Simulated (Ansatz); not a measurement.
**Molecular dynamics of C₂H₅Si (charge +1) (part 4 of 4)**

Continued. System: C₂H₅Si, charge +1. Method: RKS PBE-D4/6-31G (Ansatz 0.2.0). It belongs to a series of runs on one base structure; here: dynamics from the highest image of the converged band.

Geometry of the input (Å):
```
C  -0.6919  0.5384  -1.1429
C  -0.4558  0.0806  0.1456
Si 0.9900  -0.5646  0.9606
H  -1.0293  -0.1302  -1.9586
H  -0.5550  1.5988  -1.4312
H  0.7900  -0.9453  2.3888
H  2.2496  -0.6669  0.1632
H  -1.2976  0.0892  0.8744
```

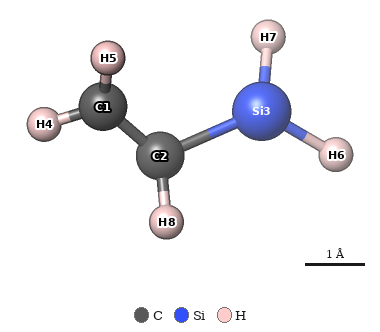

Figure 1. The geometry at step 156 of the log (ball-and-stick view, seen at a tilt; atoms are numbered from 1 in the order of the input).

### Trajectory as extended XYZ, continued
```
8
Properties=species:S:1:pos:R:3:forces:R:3 step=111 time_fs=55.5 energy=-10013.68998 temperature=1026.3
C    -0.5768    0.5387   -1.0929    1.9638  -1.6468   1.1209
C    -0.5799   -0.0551    0.2368   -3.1155  -0.6439  -3.9872
Si    0.9829   -0.5346    0.9084    1.5401   0.6941   0.1316
H    -1.0892    1.4379   -1.3639   -1.4692   0.4526  -0.1700
H     0.1062    0.1606   -1.9451   -0.3504   0.7357   1.4382
H     0.9598   -0.6809    2.3668    0.2138  -0.3243   0.6704
H     2.1124    0.2619    0.2076   -0.2560  -0.7316   0.2605
H    -1.6279   -0.4579    0.5437    1.4733   1.4643   0.5357
8
Properties=species:S:1:pos:R:3:forces:R:3 step=115 time_fs=57.5 energy=-10013.66947 temperature=998.7
C    -0.5907    0.5492   -1.0986    2.0852  -1.2281   1.3567
C    -0.5796   -0.0586    0.2469   -2.4332   0.1144  -4.9616
Si    0.9872   -0.5316    0.9140    1.3929   0.5777  -0.2811
H    -1.1408    1.4302   -1.4446   -1.0192  -0.3643   0.2121
H     0.1489    0.1710   -1.8839   -0.2990   0.8270   0.9914
H     0.9459   -0.7118    2.3557    0.2803  -0.3407   0.9014
H     2.1537    0.1413    0.1472   -0.3629  -0.5763   0.3924
H    -1.6014   -0.4757    0.4292    0.3557   0.9903   1.3888
8
Properties=species:S:1:pos:R:3:forces:R:3 step=119 time_fs=59.5 energy=-10013.75878 temperature=1114.4
C    -0.5982    0.5560   -1.1000    0.8593  -0.0727   1.7718
C    -0.5869   -0.0617    0.2412   -0.6082   0.9452  -5.1769
Si    0.9933   -0.5278    0.9192    0.7857   0.3312  -0.0124
H    -1.2302    1.4081   -1.5167   -0.1225  -1.4291   0.7479
H     0.1826    0.2121   -1.7870    0.5183   0.6383  -0.1682
H     0.9427   -0.7555    2.3767    0.3248  -0.2451   0.4203
H     2.1816   -0.0011    0.1014   -0.2853  -0.3360   0.3903
H    -1.5640   -0.4568    0.3672   -1.4721   0.1682   2.0271
8
Properties=species:S:1:pos:R:3:forces:R:3 step=122 time_fs=61.0 energy=-10013.94339 temperature=1353.7
C    -0.6018    0.5606   -1.0974    0.0102   0.2285   1.9617
C    -0.5941   -0.0623    0.2261   -0.1026   1.0117  -4.7038
Si    0.9986   -0.5246    0.9231    0.1740   0.1035   0.3876
H    -1.3025    1.3584   -1.5535    0.3629  -1.6593   0.9266
H     0.2189    0.2596   -1.7156    1.0856   0.5836  -0.8674
H     0.9484   -0.7945    2.4041    0.3342  -0.1106  -0.1370
H     2.1952   -0.1169    0.0768   -0.1472  -0.1593   0.3175
H    -1.5672   -0.4360    0.3700   -1.7171   0.0020   2.1149
8
Properties=species:S:1:pos:R:3:forces:R:3 step=126 time_fs=63.0 energy=-10014.45924 temperature=2015.1
C    -0.6063    0.5672   -1.0887    0.5409  -0.3577   1.2040
C    -0.6045   -0.0606    0.1932   -1.3777   0.1346  -2.8760
Si    1.0058   -0.5203    0.9288   -0.5861  -0.1425   0.7011
H    -1.3866    1.2387   -1.5723    0.4938  -1.1849   0.7140
H     0.3005    0.3439   -1.6478    0.3834   0.9010  -0.6739
H     0.9670   -0.8497    2.4345    0.3002   0.0787  -0.6924
H     2.2090   -0.2761    0.0544    0.0189   0.0078   0.2098
H    -1.6206   -0.4054    0.4418    0.2266   0.5632   1.4133
8
Properties=species:S:1:pos:R:3:forces:R:3 step=130 time_fs=65.0 energy=-10014.77416 temperature=2420.8
C    -0.6088    0.5726   -1.0762    2.0955  -0.8086  -0.1820
C    -0.6191   -0.0584    0.1514   -2.0296  -0.7954   0.1917
Si    1.0122   -0.5162    0.9354   -1.0747  -0.2698   0.4867
H    -1.4538    1.0750   -1.5653    0.0560  -0.2588   0.0527
H     0.3940    0.4619   -1.6046   -1.1747   0.9871  -0.0331
H     0.9969   -0.9021    2.4397    0.2238   0.2024  -0.8216
H     2.2230   -0.4353    0.0402    0.0208   0.1043   0.1992
H    -1.6667   -0.3544    0.5659    1.8831   0.8388   0.1064
8
Properties=species:S:1:pos:R:3:forces:R:3 step=133 time_fs=66.5 energy=-10014.79786 temperature=2452.2
C    -0.6066    0.5752   -1.0671    2.4001  -0.3610  -1.4447
C    -0.6341   -0.0582    0.1199   -1.4195  -1.2807   2.7669
Si    1.0161   -0.5133    0.9408   -1.1859  -0.3210   0.0046
H    -1.5014    0.9434   -1.5570   -0.0857   0.2274  -0.3535
H     0.4386    0.5747   -1.5747   -1.8695   0.6956   0.1730
H     1.0252   -0.9367    2.4235    0.1553   0.2166  -0.6255
H     2.2339   -0.5523    0.0347   -0.1004   0.1742   0.2690
H    -1.6584   -0.2959    0.6646    2.1057   0.6490  -0.7897
8
Properties=species:S:1:pos:R:3:forces:R:3 step=137 time_fs=68.5 energy=-10014.69598 temperature=2320.2
C    -0.5975    0.5779   -1.0593    0.8080   0.6738  -3.0900
C    -0.6577   -0.0616    0.0863    0.4308  -1.4566   5.2633
Si    1.0200   -0.5099    0.9479   -1.0123  -0.3638  -0.8310
H    -1.5646    0.7759   -1.5572    0.6332   0.5375  -0.3360
H     0.4366    0.7465   -1.5298   -1.7686   0.1249   0.0151
H     1.0678   -0.9759    2.3828    0.0699   0.1100  -0.0603
H     2.2444   -0.7020    0.0368   -0.3198   0.2955   0.3824
H    -1.5804   -0.1982    0.7685    1.1588   0.0786  -1.3435
8
Properties=species:S:1:pos:R:3:forces:R:3 step=141 time_fs=70.5 energy=-10014.36511 temperature=1894.0
C    -0.5861    0.5825   -1.0611   -1.8349   0.6529  -3.1592
C    -0.6796   -0.0695    0.0689    3.0299  -0.8456   4.9656
Si    1.0224   -0.5070    0.9539   -0.6327  -0.3894  -1.4799
H    -1.6037    0.6293   -1.5698    1.3574   0.9086  -0.1636
H     0.3704    0.9240   -1.4856   -0.5491  -0.1745  -0.5103
H     1.1131   -1.0112    2.3399   -0.0078  -0.0727   0.5584
H     2.2428   -0.8405    0.0531   -0.4686   0.4238   0.4021
H    -1.4616   -0.0975    0.8250   -0.8941  -0.5031  -0.6130
8
Properties=species:S:1:pos:R:3:forces:R:3 step=144 time_fs=72.0 energy=-10014.00477 temperature=1432.3
C    -0.5808    0.5872   -1.0690   -3.1693  -0.0752  -2.1859
C    -0.6902   -0.0773    0.0663    4.6227  -0.1433   3.3617
Si    1.0236   -0.5051    0.9571   -0.3713  -0.4526  -1.5590
H    -1.6011    0.5413   -1.5839    1.3166   1.1541  -0.2130
H     0.3040    1.0535   -1.4638    0.3746  -0.1613  -0.7988
H     1.1471   -1.0389    2.3202   -0.0860  -0.1358   0.7690
H     2.2303   -0.9339    0.0754   -0.4815   0.4981   0.3121
H    -1.3900   -0.0331    0.8504   -2.2057  -0.6841   0.3138
8
Properties=species:S:1:pos:R:3:forces:R:3 step=148 time_fs=74.0 energy=-10013.76034 temperature=1115.9
C    -0.5824    0.5933   -1.0854   -2.6105  -0.4566  -0.8147
C    -0.6915   -0.0879    0.0721    4.6113   0.8516   2.3958
Si    1.0248   -0.5033    0.9596   -0.2229  -0.6621  -1.0261
H    -1.5566    0.4626   -1.6112    0.4326   1.1916  -0.5616
H     0.2265    1.2192   -1.4601    0.3183  -0.6513  -0.4957
H     1.1889   -1.0799    2.3186   -0.2483   0.0095   0.5483
H     2.1979   -1.0417    0.1147   -0.3481   0.5404   0.0583
H    -1.3657    0.0298    0.8923   -1.9323  -0.8231  -0.1042
8
Properties=species:S:1:pos:R:3:forces:R:3 step=152 time_fs=76.0 energy=-10013.63080 temperature=948.9
C    -0.5921    0.5982   -1.1044   -0.8484   0.0201   0.4834
C    -0.6783   -0.0957    0.0859    3.2210   1.8840   2.2011
Si    1.0257   -0.5023    0.9608   -0.3131  -0.9194  -0.1276
H    -1.4970    0.4282   -1.6603   -0.8171   0.8418  -0.9796
H     0.1600    1.3584   -1.4745   -0.2009  -1.5756   0.0861
H     1.2212   -1.1200    2.3372   -0.4363   0.3236   0.0510
H     2.1527   -1.1291    0.1559   -0.0827   0.5071  -0.2818
H    -1.4121    0.0607    0.9275   -0.5225  -1.0815  -1.4325
8
Properties=species:S:1:pos:R:3:forces:R:3 step=156 time_fs=78.0 energy=-10013.58525 temperature=890.9
C    -0.6049    0.6030   -1.1219   -0.5364   0.0116   1.2597
C    -0.6548   -0.0976    0.1064    1.9106   2.5910   1.0231
Si    1.0262   -0.5026    0.9617   -0.4704  -1.0907   0.6531
H    -1.4649    0.4260   -1.7442   -0.9237   0.4690  -0.5638
H     0.0879    1.4395   -1.4867   -0.0491  -1.8522   0.3456
H     1.2369   -1.1478    2.3581   -0.5656   0.5914  -0.3236
H     2.1043   -1.1972    0.1865    0.1934   0.4402  -0.5850
H    -1.4800    0.0508    0.9110    0.4411  -1.1604  -1.8090
8
Properties=species:S:1:pos:R:3:forces:R:3 step=159 time_fs=79.5 energy=-10013.67693 temperature=1008.0
C    -0.6157    0.6065   -1.1326   -1.2941  -0.5907   1.3172
C    -0.6328   -0.0937    0.1241    1.1674   2.8251  -0.3656
Si    1.0261   -0.5037    0.9629   -0.5139  -1.1650   0.9777
H    -1.4634    0.4371   -1.8218   -0.2656   0.2988   0.3700
H     0.0327    1.4548   -1.4880    0.4897  -1.4096   0.2762
H     1.2349   -1.1545    2.3666   -0.5948   0.6858  -0.4208
H     2.0722   -1.2370    0.1955    0.3147   0.4294  -0.7043
H    -1.5223    0.0145    0.8545    0.6966  -1.0738  -1.4504
8
Properties=species:S:1:pos:R:3:forces:R:3 step=163 time_fs=81.5 energy=-10013.80148 temperature=1168.7
C    -0.6340    0.6093   -1.1431   -2.0811  -1.7188   1.4877
C    -0.6004   -0.0805    0.1462    0.5280   2.8043  -2.3544
Si    1.0254   -0.5067    0.9657   -0.4253  -1.2261   0.9465
H    -1.4687    0.4612   -1.9099    0.3215   0.0596   1.4066
H    -0.0215    1.4324   -1.4817    1.4299  -0.2050  -0.0742
H     1.2124   -1.1407    2.3644   -0.5382   0.6431  -0.2807
H     2.0397   -1.2753    0.1842    0.3085   0.5252  -0.6576
H    -1.5567   -0.0693    0.7338    0.4567  -0.8823  -0.4738
8
Properties=species:S:1:pos:R:3:forces:R:3 step=167 time_fs=83.5 energy=-10013.93715 temperature=1343.9
C    -0.6585    0.6068   -1.1488   -1.1764  -1.7593   1.8332
C    -0.5663   -0.0584    0.1609   -0.3470   2.4729  -3.7078
Si    1.0241   -0.5114    0.9698   -0.2514  -1.2042   0.3925
H    -1.4641    0.4874   -1.9468    0.1282  -0.2081   1.5779
H    -0.0234    1.3999   -1.4775    1.5697   0.2910  -0.2051
H     1.1696   -1.1029    2.3524   -0.3935   0.4251   0.1458
H     2.0187   -1.2933    0.1483    0.1868   0.6923  -0.4073
H    -1.5735   -0.1869    0.5945    0.2836  -0.7096   0.3708
8
Properties=species:S:1:pos:R:3:forces:R:3 step=170 time_fs=85.0 energy=-10014.05833 temperature=1498.8
C    -0.6795    0.6014   -1.1493    0.8833  -0.6806   2.1099
C    -0.5414   -0.0366    0.1644   -1.6072   1.8607  -4.0477
Si    1.0229   -0.5160    0.9732   -0.1385  -1.1049  -0.2207
H    -1.4574    0.5025   -1.9357   -0.4707  -0.3787   1.0778
H     0.0135    1.3810   -1.4791    0.7263  -0.2574   0.0038
H     1.1274   -1.0633    2.3461   -0.2615   0.2092   0.5477
H     2.0080   -1.2898    0.1107    0.1045   0.7790  -0.1514
H    -1.5778   -0.2932    0.4973    0.7638  -0.4271   0.6805
8
Properties=species:S:1:pos:R:3:forces:R:3 step=174 time_fs=87.0 energy=-10014.08139 temperature=1529.8
C    -0.7042    0.5925   -1.1438    3.7162   0.7658   2.4607
C    -0.5130   -0.0027    0.1578   -3.1416   0.4784  -3.8265
Si    1.0211   -0.5234    0.9774   -0.1041  -0.8969  -0.8580
H    -1.4673    0.5097   -1.8884   -1.3508  -0.4764   0.0759
H     0.0826    1.3452   -1.4804   -0.6272  -0.8902   0.1781
H     1.0627   -1.0041    2.3569   -0.1047   0.0124   0.8270
H     1.9971   -1.2592    0.0564    0.0830   0.7539   0.1768
H    -1.5554   -0.4468    0.3912    1.5292   0.2530   0.9659
8
Properties=species:S:1:pos:R:3:forces:R:3 step=178 time_fs=89.0 energy=-10014.14183 temperature=1607.3
C    -0.7176    0.5859   -1.1309    4.0339   1.3594   1.4044
C    -0.4944    0.0327    0.1391   -3.3499  -1.2072  -2.6540
Si    1.0192   -0.5320    0.9805   -0.2840  -0.5974  -0.8788
H    -1.5246    0.4993   -1.8347   -0.9317  -0.3418   0.1001
H     0.1301    1.2780   -1.4762   -1.2166  -0.6478  -0.0316
H     0.9939   -0.9439    2.3974    0.0342   0.0008   0.4808
H     1.9898   -1.2003    0.0085    0.1860   0.5465   0.3970
H    -1.4769   -0.5909    0.3218    1.5281   0.8876   1.1820
8
Properties=species:S:1:pos:R:3:forces:R:3 step=181 time_fs=90.5 energy=-10014.19511 temperature=1674.1
C    -0.7193    0.5837   -1.1181    2.3707   1.3152  -0.2841
C    -0.4875    0.0570    0.1193   -2.5469  -2.4545  -0.9843
Si    1.0174   -0.5390    0.9821   -0.5194  -0.2329  -0.5791
H    -1.5915    0.4828   -1.7919    0.1909  -0.1397   0.6361
H     0.1370    1.2112   -1.4735   -0.9319   0.0623  -0.4256
H     0.9429   -0.8986    2.4404    0.1474   0.0294  -0.0545
H     1.9889   -1.1420   -0.0180    0.3236   0.3007   0.4661
H    -1.3800   -0.6783    0.2989    0.9656   1.1195   1.2254
8
Properties=species:S:1:pos:R:3:forces:R:3 step=185 time_fs=92.5 energy=-10013.99914 temperature=1422.5
C    -0.7158    0.5843   -1.1022   -0.6093   0.9930  -2.3129
C    -0.4848    0.0822    0.0910   -0.5982  -3.7214   1.9007
Si    1.0145   -0.5486    0.9835   -0.7339   0.4527  -0.1595
H    -1.6712    0.4567   -1.7133    1.2849   0.0934   0.8083
H     0.1192    1.1282   -1.4865    0.1604   1.2670  -1.1151
H     0.8802   -0.8375    2.4941    0.2877  -0.0087  -0.6960
H     1.9990   -1.0553   -0.0378    0.5045  -0.0602   0.4692
H    -1.2227   -0.7580    0.3089   -0.2962   0.9842   1.1052
8
Properties=species:S:1:pos:R:3:forces:R:3 step=189 time_fs=94.5 energy=-10013.69103 temperature=1027.0
C    -0.7137    0.5883   -1.0936   -1.6880   1.2120  -3.5501
C    -0.4840    0.0957    0.0686    1.4587  -4.1925   4.2617
Si    1.0107   -0.5575    0.9847   -0.5973   1.1660  -0.0192
H    -1.7056    0.4337   -1.6064    1.1162   0.1788   0.1241
H     0.1046    1.0907   -1.5402    0.3313   1.5203  -1.1406
H     0.8284   -0.7770    2.5223    0.3645  -0.1429  -0.9734
H     2.0280   -0.9707   -0.0396    0.5598  -0.3427   0.4757
H    -1.0766   -0.8010    0.3608   -1.5454   0.6011   0.8217
8
Properties=species:S:1:pos:R:3:forces:R:3 step=193 time_fs=96.5 energy=-10013.55964 temperature=857.4
C    -0.7163    0.5962   -1.0961   -0.0023   1.6919  -3.4236
C    -0.4788    0.0958    0.0594    2.6052  -3.9449   4.7183
Si    1.0060   -0.5649    0.9858   -0.1065   1.6494  -0.2985
H    -1.7013    0.4170   -1.4962   -0.3135   0.0909  -0.9939
H     0.0981    1.1078   -1.6339   -0.8046   0.6608  -0.1067
H     0.7903   -0.7221    2.5145    0.3574  -0.3070  -0.8117
H     2.0779   -0.8987   -0.0229    0.4293  -0.4665   0.5668
H    -0.9877   -0.8195    0.4436   -2.1650   0.6254   0.3494
8
Properties=species:S:1:pos:R:3:forces:R:3 step=196 time_fs=98.0 energy=-10013.58618 temperature=892.5
C    -0.7186    0.6056   -1.1051    1.1162   1.3877  -2.2658
C    -0.4696    0.0876    0.0623    2.5927  -3.3834   3.7081
Si    1.0024   -0.5690    0.9864    0.4165   1.7809  -0.7572
H    -1.7023    0.4071   -1.4355   -1.1991   0.0515  -1.4792
H     0.0763    1.1393   -1.7095   -1.3010   0.0620   0.6348
H     0.7706   -0.6882    2.4881    0.3027  -0.4165  -0.4044
H     2.1263   -0.8560    0.0037    0.2499  -0.4563   0.6717
H    -0.9738   -0.8175    0.5154   -2.1779   0.9742  -0.1079
8
Properties=species:S:1:pos:R:3:forces:R:3 step=200 time_fs=100.0 energy=-10013.86502 temperature=1250.1
C    -0.7190    0.6215   -1.1230    0.2059  -0.1156  -0.2689
C    -0.4505    0.0675    0.0760    1.4615  -2.2767   1.4201
Si    0.9981   -0.5723    0.9861    1.2166   1.6341  -1.4123
H    -1.7395    0.3967   -1.4022   -0.4202   0.3573  -1.1484
H     0.0054    1.1831   -1.7886   -0.9719  -0.2318   0.9630
H     0.7542   -0.6573    2.4420    0.1833  -0.5238   0.3880
H     2.1985   -0.8141    0.0619   -0.0129  -0.3516   0.7652
H    -1.0264   -0.7806    0.6057   -1.6623   1.5080  -0.7068
```

### Key numbers

- outcome: finished
- mean temperature over the second half: 1411 K
- trajectory: 200 steps, 100 fs
- ensemble: nve
- temperature in the input: 300.0 K
- time step: 0.5 fs
- potential energy (last step): −10013.8651 eV
- mean-field energy (last step): −10013.7538 eV
- largest force (length of the vector) (last step): 3.056 eV/Å
- hardware: 1 thread of Arm Neoverse V1, 24 GiB of memory available, shared host
- wall time: 4.5 min
- peak memory: 0.086 GiB

So short a trajectory is not equilibrated.
